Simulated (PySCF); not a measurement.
C9H17FSi (SMILES FCC1([SiH]2CCCCC2)CC1)

```yaml
atoms:
  - { symbol: F, position_ang: [-2.2938, -2.3244, -0.5930] }
  - { symbol: C, position_ang: [-2.7598, -1.0678, -0.9187] }
  - { symbol: C, position_ang: [-1.9119, -0.0062, -0.2800] }
  - { symbol: Si, position_ang: [-0.0729, -0.0949, -0.6877] }
  - { symbol: C, position_ang: [0.8527, 1.4598, -0.1499] }
  - { symbol: C, position_ang: [2.3675, 1.2128, -0.1567] }
  - { symbol: C, position_ang: [2.8092, 0.0174, 0.6889] }
  - { symbol: C, position_ang: [2.3117, -1.3374, 0.1839] }
  - { symbol: C, position_ang: [0.7886, -1.4935, 0.2309] }
  - { symbol: C, position_ang: [-2.3002, 0.4343, 1.1120] }
  - { symbol: C, position_ang: [-2.5760, 1.3298, -0.0498] }
  - { symbol: H, position_ang: [-2.7438, -0.9768, -2.0190] }
  - { symbol: H, position_ang: [-3.8094, -0.9923, -0.5783] }
  - { symbol: H, position_ang: [0.0751, -0.2814, -2.1707] }
  - { symbol: H, position_ang: [0.5288, 1.7249, 0.8735] }
  - { symbol: H, position_ang: [0.5955, 2.3204, -0.7891] }
  - { symbol: H, position_ang: [2.7091, 1.0550, -1.1962] }
  - { symbol: H, position_ang: [2.8928, 2.1172, 0.1951] }
  - { symbol: H, position_ang: [3.9108, 0.0013, 0.7315] }
  - { symbol: H, position_ang: [2.4681, 0.1645, 1.7309] }
  - { symbol: H, position_ang: [2.7904, -2.1393, 0.7719] }
  - { symbol: H, position_ang: [2.6658, -1.4780, -0.8541] }
  - { symbol: H, position_ang: [0.4644, -2.4687, -0.1644] }
  - { symbol: H, position_ang: [0.4374, -1.4584, 1.2786] }
  - { symbol: H, position_ang: [-1.5089, 0.7161, 1.8135] }
  - { symbol: H, position_ang: [-3.1449, -0.0772, 1.5842] }
  - { symbol: H, position_ang: [-1.9770, 2.2370, -0.1695] }
  - { symbol: H, position_ang: [-3.6152, 1.4417, -0.3762] }
```

Geometry: PBE0-D3(BJ)/def2-SVP.

Computed with PBE0/pcSseg-1, SCF density, gas phase, non-relativistic (PySCF 2.14.0).

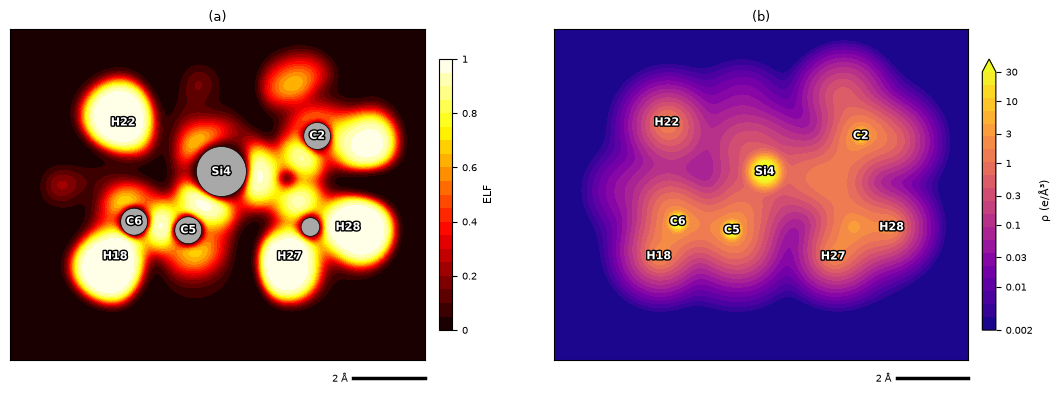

Figure 1. (a) electron localisation function; (b) total electron density on the plane of atoms Si4, C5 and C6. Grey discs cover the atomic cores in the ELF map.

What does the map show?

Answer. The plane passes through C, Si and H nuclei.
C–Si (1.89 Å): the density is about 0.94 e/Å³ at the midpoint; the ELF peaks at about 0.95 between the atoms (a covalent bond).
C–H (1.10 Å): ρ is about 1.9 e/Å³ halfway; the ELF climbs to about 1 towards the hydrogen, as it does in any bond to H (a covalent bond by its length).
C–C (1.53 Å): ρ is about 1.6 e/Å³ halfway; the ELF peaks at about 0.95 between the atoms (a covalent bond).

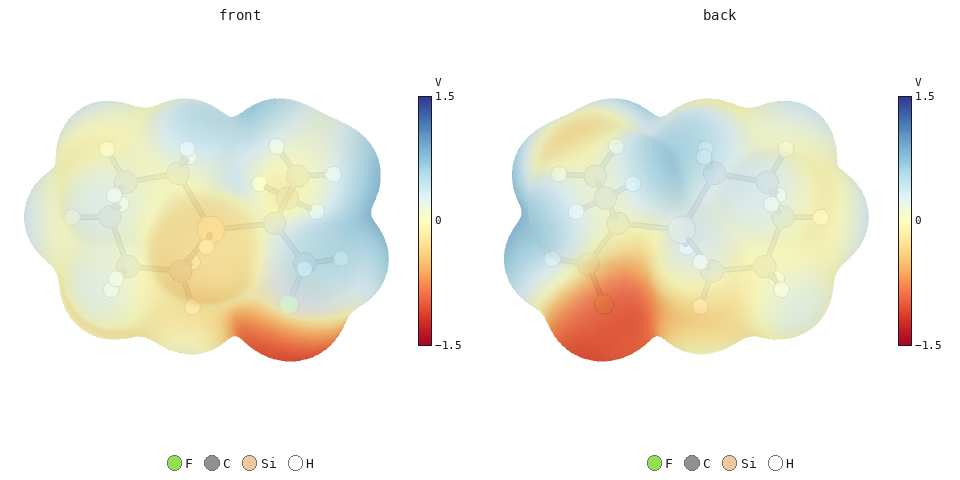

Figure 2. The electrostatic potential painted on the density surface at 0.001 e/bohr³, seen from the front and from behind; the colour scale runs from red (negative) to blue (positive).

Describe the electrostatic potential map.

Answer. The most negative region (about −1.0 V, or −23 kcal/mol for a unit charge) lies over F1, the most positive (about +0.7 V, or +16 kcal/mol for a unit charge) over H13 and H28.

How polar is the molecule by this calculation?

Answer. Its dipole moment is 1.76 D.
